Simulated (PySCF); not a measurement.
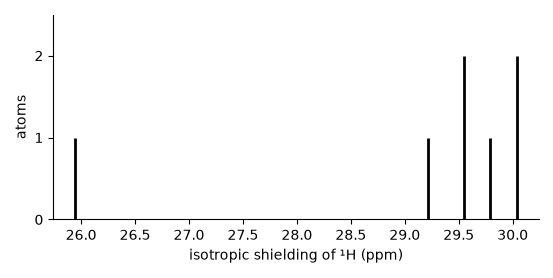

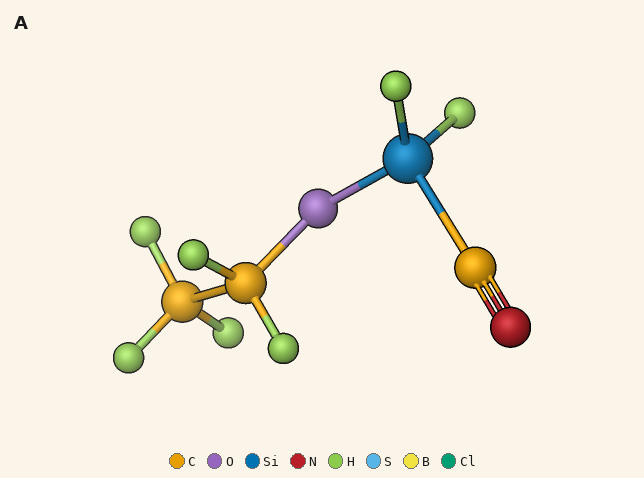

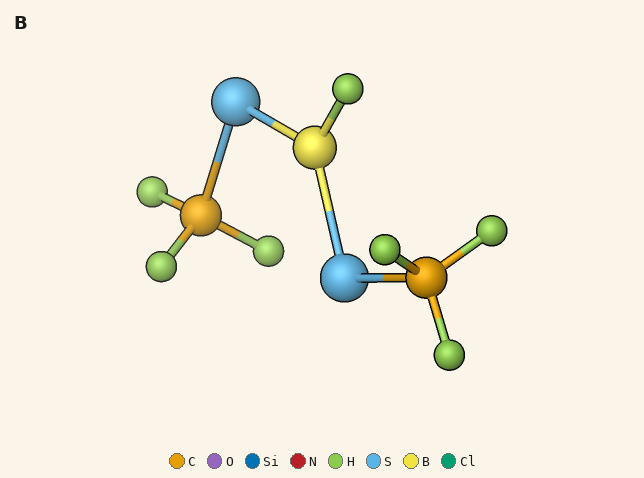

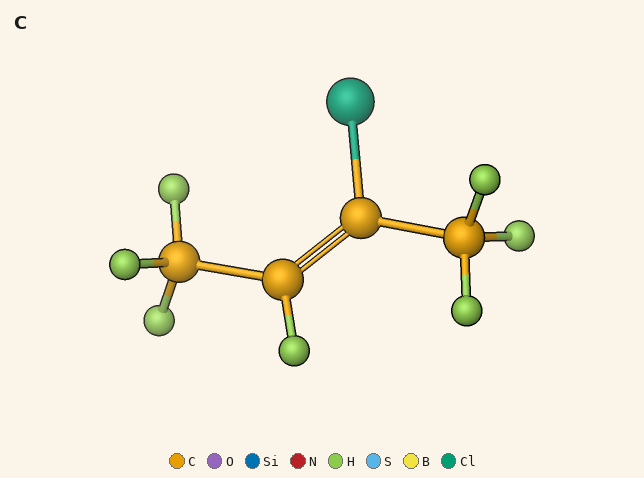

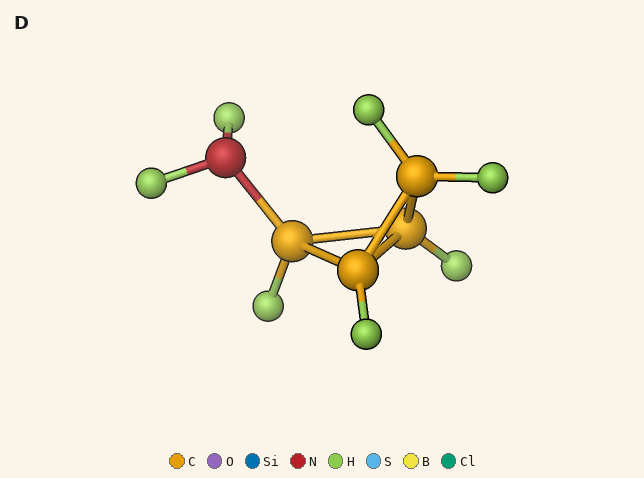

The sticks are computed shieldings of one of the molecules, for one fixed geometry (GFN2-xTB) without averaging over rotations. Low shielding means a high chemical shift. Method: GIAO PBE0/pcSseg-1 NMR shielding, non-relativistic, gas phase (PySCF 2.14.0).

Match the spectrum to a structure.

Answer. C, `C/C=C(/C)Cl`. Its 7 H atoms give lines at 25.95, 29.22, 29.54 (2 atoms), 29.79, 30.04 (2 atoms) ppm.

The geometry is semi-empirical. Around B such bond lengths and angles can be off by a tenth of an ångström or more and by several degrees, and values that hang on the shape move with them.
